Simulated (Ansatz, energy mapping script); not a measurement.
## CoO: energy mapping under PBE+U (3.5 eV)

Wanted: the magnetic order of CoO, its couplings and an estimate of its ordering temperature, by PBE+U (3.5 eV).

Method: PBE with U = 3.5 eV on Co d, ortho-atomic projectors; plane waves, U on orthogonalised atomic orbitals unless named otherwise, collinear spin, no spin–orbit coupling, in Ansatz 0.2.0.

**What experiment says.**

For CoO, rock salt (literature value), “On the Elastic Anisotropy of the Entropy-Stabilized Oxide (Mg, Co, Ni, Cu, Zn)O” (2020, arxiv:2004.06613) quotes earlier work: ordering temperature (Neel temperature) 291 K [literature value quoted in the paper's theory part].

### 1. The structure

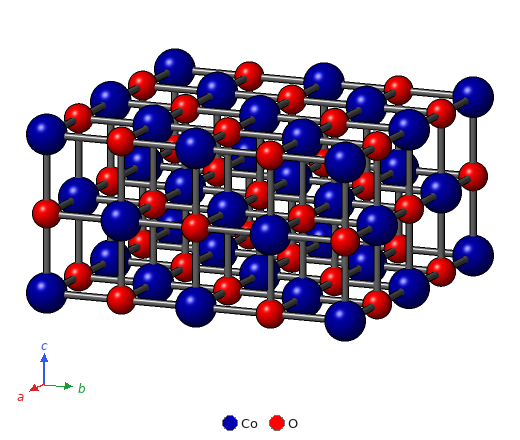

The starting structure, seen slightly off an axis (cobalt blue, oxygen red). 2×2×1 cells are drawn. This picture shows the conventional cell, with its axes. Some periodic images of atoms are drawn too.

A Hubbard U penalises fractional filling of the shell. It raises the cost of virtual hops to the neighbours, so couplings that rest on such hops usually weaken.

### 2. Probe run

One run in the crystal's own cell, under PBE with U = 3.15 eV on Co d, ortho-atomic projectors, shows which elements keep a moment. Transition or f elements with 0.3 μB or more enter the spin model; moments induced on other atoms do not.

Input file input.yaml:

```yaml
crystal:
  lattice:
    - [0.0, 2.1315, 2.1315]
    - [2.1315, 0.0, 2.1315]
    - [2.1315, 2.1315, 0.0]
  atoms:
    - { symbol: Co, position: [0.0, 0.0, 0.0], spin: 3.0 }
    - { symbol: O, position: [0.5, 0.5, 0.5] }
magnetization:
  spin_polarized: true
kpoints:
  mp_grid: { grid: [10, 10, 10] }
hamiltonian:
  xc: pbe
  hubbard:
    sites: [{ species: Co, l: d, u_eff: 3.15 }]
    projectors: ortho-atomic
scf:
  occupations: { method: fermi_dirac, width: 0.05 }
output:
  eigenvalues: true
```

On the command line:

```console
ansatz run input.yaml --threads 4 --pin off --max-ram 8192MiB --backend cpu --events-out ev --progress --plain --runs-dir out
```

Numbers of over 12 decimals in the logs are rounded to 6 here.

Log:

```text
Engine: ansatz 0.2.0, aarch64-unknown-linux-gnu
Pseudopotentials: kind: paw
Pseudopotential: Co, paw, valence charge 17, recommended cutoff 420 eV (normal), Co.paw.azcp
Pseudopotential: O, paw, valence charge 6, recommended cutoff 420 eV (normal), O.paw.azcp
Functional definition: PBE
  parameter kappa = 0.804
  parameter beta = 0.066725
  exchange = pbe_x(kappa = kappa, mu = beta*pi^2/3)
  correlation = pbe_c(beta = beta)
Crystal: 2 atoms, lattice volume = 19.368 Å³
Basis set: ecut = 420 eV, 339 PW (Γ)
Bands: 17, of which v1, the nominal top of the filled ones, is band 12 counted from 1 (11 counted from 0)
Symmetry: 48 space group operations
Space group: Fm-3m (ITA 225), of the structure as read, at distance tolerance 2.7e-5 Å
Magnetic group: BNS 225.116 (UNI 1618), of the structure as read, at distance tolerance 2.7e-5 Å
k-points: 47 of 1000
Non-local potential: Co, projectors of the file, l = 0: 3, l = 1: 2, l = 2: 3, l = 3: 1
Non-local potential: O, projectors of the file, l = 0: 2, l = 1: 2, l = 2: 1
PAW form: soft (Blöchl's): semilocal exchange-correlation on the pseudo side does not see the compensation charge
PAW one-centre angular grid: Co, 590 points (default); XC on 64 Gauss nodes
PAW one-centre angular grid: O, 110 points (default); XC on 64 Gauss nodes
Initial density: superposition of atomic densities (chi_scale 0.1, normalization cell, long waves kept (reshape's long-wave potential 0.00 eV rms))
Starting moments: Σ|m| = 3 μB on 1 of 2 sites
Initial wavefunctions: pseudopotential atomic-orbital guess
Functional: x = pbe(κ = 0.804, μ = 0.219515), c = pbe(β = 0.066725)
SCF iter   1: F=—  HF=-5691.965880 eV  |F-HF|=—  |Δ(HF+E_count)|=         —  Δρ=3.43e-1 (↑9.78e-2 ↓3.43e-1)  dr2=2.73e1  dr2_m=3.54e0  M=1.647 μB ∫|m|=1.647 μB  β_m=0.30  ethr=3.10e-3  ⟨swp⟩=5.6  Hψ=6964  notcnv=0
preconditioner: auto → none  [metal: Δε(μ)=0.006 eV  Ē_g=14.584 eV  σ=0.050 eV  W_gap=0.03  n_scr=8 (ndim 8)  ℏωp=32.7 eV  f_vac=0.000  D(μ)=3.99/eV (n_scr^D=64)  sad-step TF]
SCF iter   2: F=—  HF=-5690.263323 eV  |F-HF|=—  |Δ(HF+E_count)|=    1.70e0  Δρ=1.08e-1 (↑5.98e-2 ↓1.08e-1)  dr2=1.53e0  dr2_m=6.07e-1  M=3.000 μB ∫|m|=3.001 μB  β_m=1.00  ethr=3.10e-3  ⟨swp⟩=3.0  Hψ=4327  notcnv=0  defer=35
SCF iter   3: F=—  HF=-5690.127073 eV  |F-HF|=—  |Δ(HF+E_count)|=   1.36e-1  Δρ=3.62e-2 (↑3.62e-2 ↓3.26e-2)  dr2=3.39e-1  dr2_m=6.35e-3  M=3.000 μB ∫|m|=3.008 μB  β_m=1.00  ethr=3.10e-3  ⟨swp⟩=2.6  Hψ=3560  notcnv=0  defer=31
SCF iter   4: F=—  HF=-5690.359305 eV  |F-HF|=—  |Δ(HF+E_count)|=   2.32e-1  Δρ=1.47e-2 (↑1.10e-2 ↓1.47e-2)  dr2=3.38e-2  dr2_m=8.73e-3  M=2.954 μB ∫|m|=2.964 μB  β_m=0.30  ethr=1.47e-3  ⟨swp⟩=2.3  Hψ=3206  notcnv=0  defer=45
Mixer restart at iter 4: flushing history
[...]
SCF iter   8: F=—  HF=-5690.644345 eV  |F-HF|=—  |Δ(HF+E_count)|=   7.16e-4  Δρ=3.22e-3 (↑1.46e-3 ↓3.22e-3)  dr2=6.67e-4  dr2_m=8.41e-4  M=2.886 μB ∫|m|=2.902 μB  β_m=0.60  ethr=3.55e-6  ⟨swp⟩=1.6  Hψ=1924  notcnv=0  defer=62
SCF iter   9: F=—  HF=-5690.644462 eV  |F-HF|=—  |Δ(HF+E_count)|=   1.17e-4  Δρ=2.75e-3 (↑1.85e-3 ↓2.75e-3)  dr2=6.06e-4  dr2_m=7.95e-4  M=2.877 μB ∫|m|=2.893 μB  β_m=0.72  ethr=2.90e-6  ⟨swp⟩=1.8  Hψ=1927  notcnv=0  defer=62
[...]
SCF 1 converged in 13 iterations: F = -5690.644694 eV  dr2 = 3.45e-8
[...]
Symmetry: 12 space group operations
k-points: 116 of 1000
[...]
Starting moments: Σ|m| = 3 μB on 1 of 2 sites; this step starts from the density that it was given
[...]
SCF 2 converged in 6 iterations: F = -5691.397197 eV  dr2 = 2.61e-8
[...]
SCF 3 converged in 2 iterations: F = -5691.397197 eV  dr2 = 2.95e-9
Symmetry: 4 space group operations
k-points: 282 of 1000
[...]
an SCF along what the orbitals of the run's state read of its open shells (or to have them read: on a GPU, or by another smearing), with 44 of the crystal's symmetry operations given up (282 k-points in place of 47), reached no lower state that the run goes on to. This is no proof of a minimum
SCF converged after 2 iterations
Magnetization: 3.0000 μB (13.0000 up, 10.0000 down)
Absolute magnetization: 3.0061 μB (∫|ρ↑−ρ↓|, with the PAW one-centre terms)
Spin contamination: 0.0032 ħ² per cell (⟨S²⟩ above its minimum at these occupations)
Per-site moments (μB) at R_I (Å): [(2.597497, 0.87924375), (0.235065, 0.87924375)]
Free energy (F): -5691.397197 eV
Harris-Foulkes:  -5691.397197 eV  (|F-HF|=1.59e-9)
Internal energy: -5691.397197 eV  (E = F + TS)
E sigma→0 (E₀):  -5691.397197 eV
Entropy (-TS):   -0.000000 eV (-0.000 meV/atom)
Fermi energy:    14.102371 eV
--- Per-component energies (eV) ---
  E_band       = -317.131777
  E_kinetic    = 617.298532
  E_local      = -3435.832413  (includes V_loc(G=0)·N_el)
  E_nonlocal   = 514.798162
  E_hartree    = 1409.893176
  E_xc         = -228.817164
  E_vxc        = -294.027438  (∫ρ·V_xc dr)
  E_hubbard    = 0.522125  (on-site DFT+U / exact-exchange correction)
  E_vhub       = -10.466768  (the Hubbard potential's part of the band-sum identity)
  E_paw        = -1677.197084  (= ΣΔE_a)
  E_vpaw       = -528.691093  (= ΣTr[D̂ρ^β])
  E_aug_tail   = 0.002534  (compensation charges beyond the density's cutoff)
  E_ewald      = -2892.065066
  E_smearing   = -0.000000  (= −TS)
  E_closure    = -0.000000  (closes the sum)
  Σ components = -5691.397197   (vs F -5691.397197, Δ=0.00e0)
--- Band table (eV; the first three rows and the last of 232) ---
  k-point 0 ↑: bands = [... 8 lower, 9.4038, 9.4038, 11.0142, 11.0795, 11.0795, 14.7960, 30.4858, 31.5325, ... 1 higher]
  k-point 1 ↑: bands = [... 8 lower, 9.1364, 9.4076, 10.6937, 11.3727, 11.4530, 15.5315, 28.6680, 31.1915, ... 1 higher]
  k-point 2 ↑: bands = [... 8 lower, 8.6476, 9.5527, 10.5014, 12.0685, 12.1696, 16.9125, 26.3219, 29.8889, ... 1 higher]
  k-point 115 ↓: bands = [... 8 lower, 11.8000, 11.8000, 15.7518, 17.4773, 17.4773, 19.2194, 24.1026, 27.6446, ... 1 higher]
Occupation matrices written to <dir>
```

The job ended after 12 s (4 threads of Arm Neoverse V2, shared host; peak memory 0.76 GiB; 46 s of CPU time).

In the SCF lines HF is the Harris–Foulkes energy and dr2 the Hartree energy of the density residual, in eV; the loop may stop once dr2 is under the threshold and the program's other checks hold. Hψ counts applications of the Hamiltonian.

Spin moment in the sphere by atom:

```csv
atom,spin moment in the sphere (μB)
Co1,2.60
O2,0.24
```

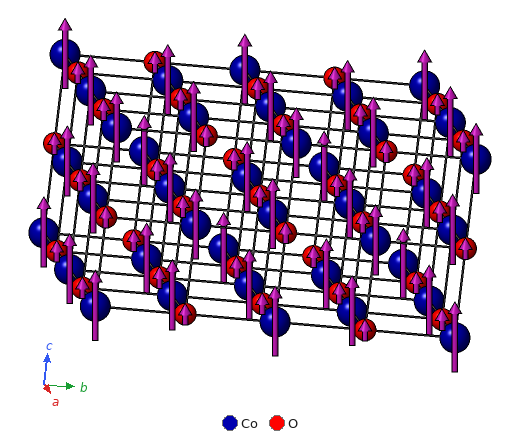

Spin moment in the sphere as arrows, the longest 2.60 μB. Up and down stand for the sign. Arrows give size and sign along the axis of quantisation, drawn up and down the page. Each arrow also spans its atom, so small moments look longer than they are. 2×2×1 conventional cells are drawn. Some periodic images of atoms are drawn too.

The run ends ferromagnetic; Co carries the moments.

### 3. Seed run in the crystal's own cell

A corrected shell can settle in several orbital fillings. One parallel run, with an occupation width a fifth wider than the orders use, therefore is to supply the occupation matrices. All orders start from them.

input.yaml, the sections that differ from step 2:

```yaml
hamiltonian:
  xc: pbe
  hubbard:
    sites: [{ species: Co, l: d, u_eff: 3.5 }]
    projectors: ortho-atomic
scf:
  occupations: { method: fermi_dirac, width: 0.06 }
# crystal, magnetization, kpoints, output: as in step 2
```

Log:

```text
[...]
Crystal: 2 atoms, lattice volume = 19.368 Å³
Basis set: ecut = 420 eV, 339 PW (Γ)
Bands: 17, of which v1, the nominal top of the filled ones, is band 12 counted from 1 (11 counted from 0)
Symmetry: 48 space group operations
[...]
k-points: 47 of 1000
[...]
Starting moments: Σ|m| = 3 μB on 1 of 2 sites
[...]
SCF iter   1: F=—  HF=-5691.688066 eV  |F-HF|=—  |Δ(HF+E_count)|=         —  Δρ=3.36e-1 (↑9.68e-2 ↓3.36e-1)  dr2=2.65e1  dr2_m=3.34e0  M=1.692 μB ∫|m|=1.692 μB  β_m=0.30  ethr=3.10e-3  ⟨swp⟩=5.6  Hψ=6937  notcnv=0
[...]
SCF iter  13: F=-5690.500689 eV  HF=-5690.500689 eV  |F-HF|=5.60e-8  |Δ(HF+E_count)|=   3.71e-7  Δρ=2.34e-5 (↑1.08e-5 ↓2.34e-5)  dr2=7.15e-8  dr2_m=3.92e-8  M=2.801 μB ∫|m|=2.814 μB  ethr=4.35e-10  ⟨swp⟩=3.9  Hψ=5390  notcnv=0
SCF 1 converged in 13 iterations: F = -5690.500689 eV  dr2 = 7.15e-8
[...]
Symmetry: 12 space group operations
k-points: 116 of 1000
[...]
SCF 2 converged in 6 iterations: F = -5691.340200 eV  dr2 = 2.31e-8
[...]
SCF 3 converged in 2 iterations: F = -5691.340200 eV  dr2 = 2.53e-9
Symmetry: 4 space group operations
k-points: 282 of 1000
[...]
SCF converged after 2 iterations
Magnetization: 3.0000 μB (13.0000 up, 10.0000 down)
Absolute magnetization: 3.0057 μB (∫|ρ↑−ρ↓|, with the PAW one-centre terms)
[...]
Per-site moments (μB) at R_I (Å): [(2.604223, 0.87924375), (0.226330, 0.87924375)]
Free energy (F): -5691.340200 eV
[...]
Internal energy: -5691.340199 eV  (E = F + TS)
E sigma→0 (E₀):  -5691.340199 eV
Entropy (-TS):   -0.000000 eV (-0.000 meV/atom)
Fermi energy:    14.157186 eV
[...]
--- Band table (eV; the first three rows and the last of 232) ---
  k-point 0 ↑: bands = [... 8 lower, 9.2097, 9.2097, 11.0442, 11.1083, 11.1083, 14.8016, 30.4832, 31.5279, ... 1 higher]
  k-point 1 ↑: bands = [... 8 lower, 8.9750, 9.2159, 10.6832, 11.3790, 11.4561, 15.5403, 28.6644, 31.1871, ... 1 higher]
  k-point 2 ↑: bands = [... 8 lower, 8.4799, 9.3582, 10.4114, 12.0492, 12.1475, 16.9232, 26.3196, 29.8841, ... 1 higher]
  k-point 115 ↓: bands = [... 8 lower, 11.6142, 11.6142, 15.8910, 17.5725, 17.5725, 19.2240, 24.1114, 27.6447, ... 1 higher]
Occupation matrices written to <dir>
```

Wall time 13 s (4 threads); peak memory 0.76 GiB.

Read from the output:

* final state: ferromagnetic
* electrons in the corrected shells: 7.300 e
* largest moment: 2.604 μB

### 4. Order 1: parallel, cell A of 4 atoms

Each cell gets its own parallel run on the same mesh, so that most of the mesh error cancels in the differences.

Input file input.yaml:

```yaml
crystal:
  lattice:
    - [0.0, -2.1315, -2.1315]
    - [0.0, 2.1315, -2.1315]
    - [4.263, 0.0, 0.0]
  atoms:
    - { symbol: Co, position: [0.5, 0.5, 0.5], spin: 3.0 }
    - { symbol: Co, position: [0.0, 0.0, 0.0], spin: 3.0 }
    - { symbol: O, position: [0.5, 0.5, 0.0] }
    - { symbol: O, position: [0.0, 0.0, 0.5] }
magnetization:
  spin_polarized: true
kpoints:
  mp_grid: { grid: [9, 9, 6] }
hamiltonian:
  xc: pbe
  hubbard:
    sites:
      - { species: Co, l: d, u_eff: 3.5 }
      - { site: 0, l: d, u_eff: 3.5, starting_ns: [{ spin: up, occupation_matrix: co1_major }, { spin: down, occupation_matrix: co1_minor }] }
      - { site: 1, l: d, u_eff: 3.5, starting_ns: [{ spin: up, occupation_matrix: co1_major }, { spin: down, occupation_matrix: co1_minor }] }
    projectors: ortho-atomic
    occupation_matrices:
      co1_major:
        matrix:
          - [0.997, 0.0, 0.0, 0.0, 0.0]
          - [0.0, 0.999, 0.0, 0.0, 0.0]
          - [0.0, 0.0, 0.999, 0.0, 0.0]
          - [0.0, 0.0, 0.0, 0.997, 0.0]
          - [0.0, 0.0, 0.0, 0.0, 0.999]
      co1_minor:
        matrix:
          - [0.174, -0.069, -0.069, 0.0, -0.138]
          - [-0.069, 0.654, -0.301, -0.12, 0.301]
          - [-0.069, -0.301, 0.654, 0.12, 0.301]
          - [0.0, -0.12, 0.12, 0.174, 0.0]
          - [-0.138, 0.301, 0.301, 0.0, 0.654]
scf:
  occupations: { method: fermi_dirac, width: 0.05 }
output:
  eigenvalues: true
  write_density: true
  write_potential: true
  elf: true
  volumetric_format: npy
```

Log:

```text
Warning: crystal.symmetry: narrowed to the stabiliser of the occupation matrices — unitary ops 32 → 4; lowered by the specified shells (site 0, l: d), (site 1, l: d); largest admitted image defect 4.4e-16, smallest excluded 4.9e-4 — at a rounding scale rather than a splitting's, so precision (not physics) most likely lowered the group: (i) a fixed point transcribed at too few decimals — re-emit the block at full precision (to 7 decimals or more, rounded to nearest) from a symmetrised source (a converged report's `n_mat` / `n_mat_spinor`) (of a frozen-density pass: in the run whose state it reads); [rest of the remark cut]
[...]
Crystal: 4 atoms, lattice volume = 38.736 Å³
Basis set: ecut = 420 eV, 727 PW (Γ)
Bands: 32, of which v1, the nominal top of the filled ones, is band 23 counted from 1 (22 counted from 0)
Symmetry: 4 space group operations
k-points: 244 of 486
[...]
Starting moments: Σ|m| = 6 μB on 2 of 4 sites
[...]
SCF iter   1: F=—  HF=-11383.980189 eV  |F-HF|=—  |Δ(HF+E_count)|=         —  Δρ=2.20e-1 (↑7.82e-2 ↓2.20e-1)  dr2=2.45e1  dr2_m=2.17e0  M=4.659 μB ∫|m|=4.661 μB  β_m=0.30  ethr=3.10e-3  ⟨swp⟩=5.6  Hψ=56278  notcnv=0  defer=13
[...]
spin=Collinear: Kerker preconditioning applied to the charge; magnetization (m = ρ↑ − ρ↓) channel mixes plain (no charge-response kernel on spin).
SCF iter   2: F=—  HF=-11381.856926 eV  |F-HF|=—  |Δ(HF+E_count)|=    2.12e0  Δρ=8.34e-2 (↑4.25e-2 ↓8.34e-2)  dr2=9.96e-1  dr2_m=8.31e-1  M=6.000 μB ∫|m|=6.005 μB  β_m=1.00  ethr=3.10e-3  ⟨swp⟩=3.0  Hψ=36567  notcnv=0  defer=1073
[...]
SCF iter  12: F=-11382.681020 eV  HF=-11382.681020 eV  |F-HF|=1.32e-9  |Δ(HF+E_count)|=   4.11e-8  Δρ=4.62e-6 (↑1.53e-6 ↓4.62e-6)  dr2=2.32e-9  dr2_m=2.70e-9  M=6.000 μB ∫|m|=6.015 μB  ethr=2.17e-10  ⟨swp⟩=8.1  Hψ=54651  notcnv=0
SCF 1 converged in 12 iterations: F = -11382.681020 eV  dr2 = 2.32e-9
[...]
SCF converged after 12 iterations
Magnetization: 6.0000 μB (26.0000 up, 20.0000 down)
Absolute magnetization: 6.0116 μB (∫|ρ↑−ρ↓|, with the PAW one-centre terms)
[...]
Per-site moments (μB) at R_I (Å): [(2.604286, 0.87924375), (2.604286, 0.87924375), (0.226268, 0.87924375), (0.226268, 0.87924375)]
Free energy (F): -11382.681020 eV
[...]
Internal energy: -11382.681020 eV  (E = F + TS)
E sigma→0 (E₀):  -11382.681020 eV
Entropy (-TS):   -0.000000 eV (-0.000 meV/atom)
Fermi energy:    14.146056 eV
[...]
--- Specified on-site occupations, and those of the state reported ---
  electrons in the specified blocks: 14.6020 specified, 14.5995 found
  site 1 (l=d) ↓: largest change of an orbital's occupation 0.0010; electrons 2.3100 specified, 2.3098 found; spectral distance 0.0013
[...]
site 0 (l=d) ↑: largest change of an orbital's occupation 0.0006; electrons 4.9910 specified, 4.9899 found; spectral distance 0.0010
[...]
--- Band table (eV; the first three rows and the last of 488) ---
  k-point 0 ↑: bands = [... 19 lower, 9.6580, 9.7866, 9.8355, 10.2310, 11.0445, 11.1085, 11.1086, 14.8020, ... 5 higher]
  k-point 1 ↑: bands = [... 19 lower, 9.5191, 10.0421, 10.2148, 10.5942, 11.0656, 11.1250, 11.1876, 15.5348, ... 5 higher]
  k-point 2 ↑: bands = [... 19 lower, 9.1946, 10.6359, 10.7074, 11.0273, 11.0743, 11.1469, 11.3091, 17.1127, ... 5 higher]
  k-point 243 ↓: bands = [... 19 lower, 12.1563, 15.5884, 15.6312, 16.3452, 16.4162, 17.1280, 17.1454, 20.3770, ... 5 higher]
Occupation matrices written to <dir>
```

Wall time 11 s (4 threads); peak memory 0.73 GiB.

Spin moment in the sphere by atom:

```csv
atom,spin moment in the sphere (μB)
Co1,2.60
Co2,2.60
O3,0.23
O4,0.23
```

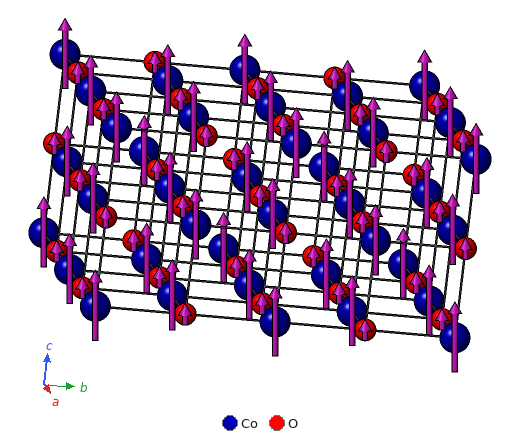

Spin moment in the sphere as arrows, the longest 2.60 μB. Up and down stand for the sign. Arrows give size and sign along the axis of quantisation, drawn up and down the page. Each arrow also spans its atom, so small moments look longer than they are. 2×2×1 conventional cells are drawn. Some periodic images of atoms are drawn too.

The run ends ferromagnetic.

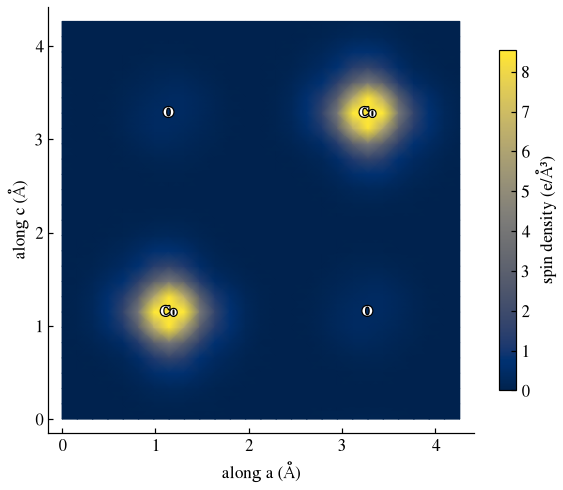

Spin density in the ac plane of the conventional cell at fractional y = 0.000, with atoms of Co and O within 0.2 Å of it. The map starts off the cell's origin, so that atoms lie inside it.

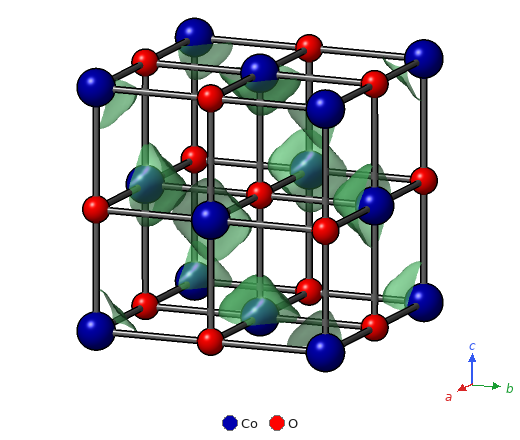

Surface of spin density = 0.54 e/Å³, which holds about 70 % of the integral of its size.

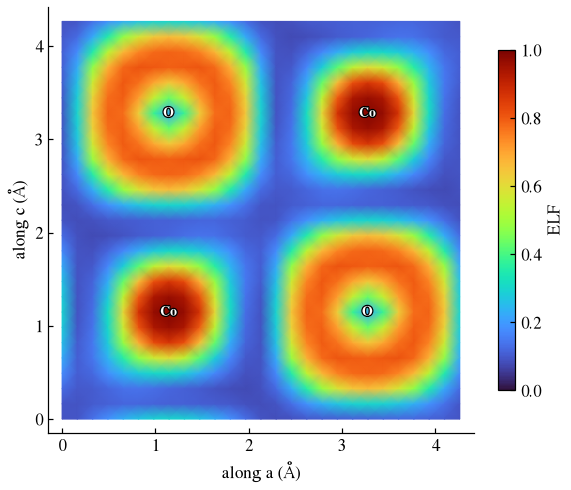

ELF in the ac plane of the conventional cell at fractional y = 0.000, with atoms of Co and O within 0.2 Å of it. It is the smooth field of the valence electrons, not physical close to the nuclei. The map starts off the cell's origin, so that atoms lie inside it.

[end of part 1 of 3]

[Logs and program files are shortened in this print: banners, set-up blocks, solver, clock and traceback lines can be left out without a mark of their own.]

[Logs are printed without paths, hosts, clocks, repeated set-up lines and the standing remarks that a program may print on its own settings, such as how far it seeks lower states.]

[Hosts, paths, dates, database ids (printed as entryN), source tags and the programs' standing remarks are cut or masked in the printed files.]

[Where a cell is said to come from a database of computed structures, the database is the Materials Project.]
